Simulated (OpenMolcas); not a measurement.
# One shape, several levels: CH2F3Si (SMILES [CH2][Si](F)(F)F)

We compute a comparison of 6 runs (UBHLYP/def2-SVP, UBLYP/def2-SVP, UPBE0/def2-SVP, UTPSS/def2-SVP, ROMP2/def2-SVP, ROCCSD(T)/def2-SVP) of CH2F3Si. 

Program for the calculation: OpenMolcas 26.06.

## (1) The structure to begin with

CH2F3Si has 7 atoms, charge 0, and is taken as a doublet. SMILES: `[CH2][Si](F)(F)F`. The C1–H7 distance was set to 1.409 Å, away from the relaxed value.

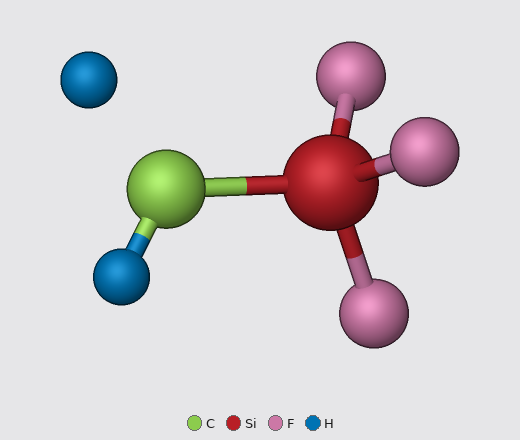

The structure, seen from a chosen angle (carbon green, silicon red, fluorine pink, hydrogen blue).

## (2) A single-point energy at UBHLYP/def2-SVP (run 1)

test.input reads:

```
* CH2F3Si Kohn-Sham DFT
&gateway
baslib
$CurrDir
coord
7
bohr
C     -1.48384886     0.65059680     0.86421522
Si     0.66042338    -0.60153573    -1.49227326
F     -0.15877290     0.22880993    -4.23369895
F      0.75963400    -3.58182280    -1.48773791
F      3.44587968     0.34748473    -1.02569988
H     -3.44784122     1.05594305     0.44601883
H     -0.71885182     1.12079656     3.37146038
basis
def2-SVP
group
NoSym
&seward
gridinput
Grid=UltraFine
End of Grid
&scf
uhf
spin
2
ksdft
HYB_GGA_XC_BHANDHLYP
thresholds
1e-10 1e-07 1e-07 1e-05
prorbitals
1 1
```

The basis set def2-SVP is read from a file made from the Basis Set Exchange's data (not shown).

The run is started by

```bash
$ export MOLCAS_MEM=1860
$ pymolcas test.input > test.log
```

What it wrote:

```text
--- Start Module: gateway ---
[...]
--- Stop Module: gateway /rc=_RC_ALL_IS_WELL_ ---
--- Start Module: seward ---
[...]
      Basis functions           84
--- Stop Module: seward /rc=_RC_ALL_IS_WELL_ ---
[...]
--- Start Module: scf ---
[...]
       Convergence after  16 Iterations
[...]
::    Total KS-DFT energy                            -627.9414420628
[...]
      Total spin, S                                     0.5034337177
[...]
      Total electronic charge=   49.000000
      Total            charge=   -0.000000
[...]
      Dipole Moment (debye):
      Origin of the operator (angstrom)=    0.3921   -0.3418   -0.8324
                   X= -1.5625E+00               Y=  8.8158E-01               Z=  1.6651E+00           Total=  2.4477E+00
      Quadrupole Moment (debye*angstrom):
[...]
--- Stop Module: scf /rc=_RC_ALL_IS_WELL_ ---
[...]
```

Wall time 23 s (1 thread of Intel Xeon 6975P-C (Granite Rapids), shared host); peak memory 0.46 GiB.

## (3) The energy at UBLYP/def2-SVP (run 2)

test.input reads:

```
&GATEWAY
BasLib=$CurrDir
Coord
7
angstrom
C       -0.785219       0.344281       0.457323
Si       0.349481      -0.318319      -0.789677
F       -0.084019       0.121081      -2.240377
F        0.401981      -1.895419      -0.787277
F        1.823481       0.183881      -0.542777
H       -1.824519       0.558781       0.236023
H       -0.380400       0.593100       1.784100
Basis=def2-SVP
Group=NoSym
&SEWARD
GridInput
Grid=UltraFine
End of Grid
&SCF
UHF
Spin=2
KSDFT=BLYP
Thresholds=1e-10 1e-07 1e-07 1e-05
PrOrbitals=1 1
```

The basis set def2-SVP is read from a file made from the Basis Set Exchange's data (not shown).

The run is started by

```bash
$ export MOLCAS_MEM=1860
$ pymolcas test.input > test.log
```

What it wrote:

```text
--- Start Module: gateway ---
[...]
--- Stop Module: gateway /rc=_RC_ALL_IS_WELL_ ---
--- Start Module: seward ---
[...]
      Basis functions           84
--- Stop Module: seward /rc=_RC_ALL_IS_WELL_ ---
[...]
--- Start Module: scf ---
[...]
       Convergence after  18 Iterations
[...]
::    Total KS-DFT energy                            -628.0191167349
[...]
      Total spin, S                                     0.5020238545
[...]
      Total electronic charge=   49.000000
      Total            charge=   -0.000000
[...]
      Dipole Moment (debye):
      Origin of the operator (angstrom)=    0.3921   -0.3418   -0.8324
                   X= -1.3601E+00               Y=  7.3723E-01               Z=  1.3874E+00           Total=  2.0781E+00
      Quadrupole Moment (debye*angstrom):
[...]
--- Stop Module: scf /rc=_RC_ALL_IS_WELL_ ---
[...]
```

Run time: 26 s. Hardware: 1 thread of Intel Xeon 6975P-C (Granite Rapids), shared host; peak memory 0.46 GiB.

## (4) A single-point energy at UPBE0/def2-SVP (run 3)

mol.input reads:

```
* CH2F3Si Kohn-Sham DFT
>>> EXPORT MOLCAS_PRINT=2
&GATEWAY
BasLib = $CurrDir
Coord
7
angstrom
C       -0.785219       0.344281       0.457323
Si       0.349481      -0.318319      -0.789677
F       -0.084019       0.121081      -2.240377
F        0.401981      -1.895419      -0.787277
F        1.823481       0.183881      -0.542777
H       -1.824519       0.558781       0.236023
H       -0.380400       0.593100       1.784100
Basis = def2-SVP
Group = NoSym
&SEWARD
GridInput
Grid=UltraFine
End of Grid
&SCF
UHF
Spin = 2
KSDFT = PBE0
Thresholds = 1e-10 1e-07 1e-07 1e-05
PrOrbitals = 1
```

The basis set def2-SVP is read from a file made from the Basis Set Exchange's data (not shown).

The run is started by

```bash
$ export MOLCAS_MEM=1860
$ pymolcas mol.input > mol.log
```

What it wrote:

```text
--- Start Module: gateway ---
[...]
--- Stop Module: gateway /rc=_RC_ALL_IS_WELL_ ---
--- Start Module: seward ---
[...]
      Basis functions           84
--- Stop Module: seward /rc=_RC_ALL_IS_WELL_ ---
[...]
--- Start Module: scf ---
[...]
       Convergence after  15 Iterations
[...]
::    Total KS-DFT energy                            -627.6159950005
[...]
      Total spin, S                                     0.5030146403
[...]
      Total electronic charge=   49.000000
      Total            charge=   -0.000000
[...]
      Dipole Moment (debye):
      Origin of the operator (angstrom)=    0.3921   -0.3418   -0.8324
                   X= -1.4864E+00               Y=  8.3831E-01               Z=  1.6015E+00           Total=  2.3403E+00
      Quadrupole Moment (debye*angstrom):
[...]
--- Stop Module: scf /rc=_RC_ALL_IS_WELL_ ---
[...]
```

Run time: 22 s. Hardware: 1 thread of Intel Xeon 6975P-C (Granite Rapids), shared host; peak memory 0.47 GiB.

Runs 4 to 5 aren't shown in full; the table further down has their settings and results.

## (5) A single-point energy at ROCCSD(T)/def2-SVP (run 6)

coord.xyz reads:

```xyz
7

C     -0.785219     0.344281     0.457323
Si     0.349481    -0.318319    -0.789677
F     -0.084019     0.121081    -2.240377
F      0.401981    -1.895419    -0.787277
F      1.823481     0.183881    -0.542777
H     -1.824519     0.558781     0.236023
H     -0.380400     0.593100     1.784100
```

mol.inp reads:

```
>>> EXPORT MOLCAS_PRINT=2

&GATEWAY
 BASLIB = $CurrDir
 COORD = coord.xyz
 BASIS = def2-SVP
 GROUP = NoSym

&SEWARD

&SCF
 UHF
 SPIN = 2
 THRESHOLDS = 1e-10 1e-07 1e-07 1e-05
 PRORBITALS = 1 1

&RASSCF
 FILEORB = $Project.UnaOrb
 SPIN = 2
 NACTEL = 1 0 0
 INACTIVE = 24
 RAS2 = 1
 OUTORBITALS = Canonical
 ORBLISTING = Nothing

&MOTRA
 JOBIPH
 FROZEN = 9

&CCSDT
 CCT
 TRIPLES = 3
 ITERATIONS = 80
 ACCURACY = 1e-08
 EXTRAPOLATION = 5 4
```

The basis set def2-SVP is read from a file made from the Basis Set Exchange's data (not shown).

The run is started by

```bash
$ export MOLCAS_MEM=1860
$ pymolcas mol.inp > mol.log
```

What it wrote:

```text
--- Start Module: gateway ---
[...]
--- Stop Module: gateway /rc=_RC_ALL_IS_WELL_ ---
[...]
      Basis functions           84
[...]
       Convergence after  16 Iterations
[...]
::    Total SCF energy                               -626.0398307705
[...]
      Total spin, S                                     0.5123114754
[...]
      Number of active orbitals                  1
[...]
      Spin quantum number                      0.5
[...]
      Active orbitals                            1
[...]
      Number of CSFs                             1
[...]
      Number of root(s) required                 1
[...]
      Convergence after  8 iterations
[...]
      printout of CI-coefficients larger than  0.05 for root  1
      energy=    -626.035282
      conf/sym  1     Coeff  Weight
             1  u   1.00000 1.00000
      Natural orbitals and occupation numbers for root  1
      sym 1:   1.000000
      ************************************************************************************************************************
      *                                                    Final results                                                     *
[...]
::    RASSCF root number  1 Total energy:   -626.03528207
[...]
      Total electronic charge=   49.000000
      Total            charge=   -0.000000
[...]
      Dipole Moment (debye):
      Origin of the operator (angstrom)=    0.3921   -0.3418   -0.8324
                   X= -1.6584E+00               Y=  9.3434E-01               Z=  1.7396E+00           Total=  2.5787E+00
      Quadrupole Moment (debye*angstrom):
[...]
--- Start Module: motra ---
[...]
--- Start Module: ccsdt ---
[...]
      Convergence after                    19  Iterations
      Total energy (diff) :    -626.82138215      -0.00000000
[...]
 METHOD                       : CCSD+T(CCSD)+<T3(1)WT1>+<T3(1)UT2> = CCSD(T)
[...]
       CCSD     =      -626.8213821537620
[...]
```

Wall time 67 s (1 thread of Intel Xeon 6975P-C (Granite Rapids), shared host); peak memory 0.46 GiB.

## (6) All runs side by side

```csv
run,level,integration grid,frozen core orbitals,energy (Eh),dipole moment (D),HOMO energy (eV),LUMO energy (eV),wall time
1,UBHLYP/def2-SVP,UltraFine,–,-627.941442,2.45,-9.45,-1.90,23 s
2,UBLYP/def2-SVP,UltraFine,–,-628.019117,2.08,-6.29,-4.18,26 s
3,UPBE0/def2-SVP,UltraFine,–,-627.615995,2.34,-8.15,-3.04,22 s
4,UTPSS/def2-SVP,UltraFine,–,-628.113442,2.09,-6.74,-3.88,38 s
5,ROMP2/def2-SVP,–,9,-626.798630,–,–,–,9.6 s
6,ROCCSD(T)/def2-SVP,–,9,-626.834578,–,–,–,67 s
```

## (7) Summary of results

| quantity | value |
| --- | --- |
| run 6: total energy | -626.83458 Eh |
| run 6: (T) correction | -13.20 mEh |

Over runs 1, 2, 3, 4 the dipole moment (its size) runs from 2.08 D (UBLYP/def2-SVP) to 2.45 D (UBHLYP/def2-SVP). Totals of different functionals can't be ranked against each other. All runs together took 3.1 min, the longest 67 s.
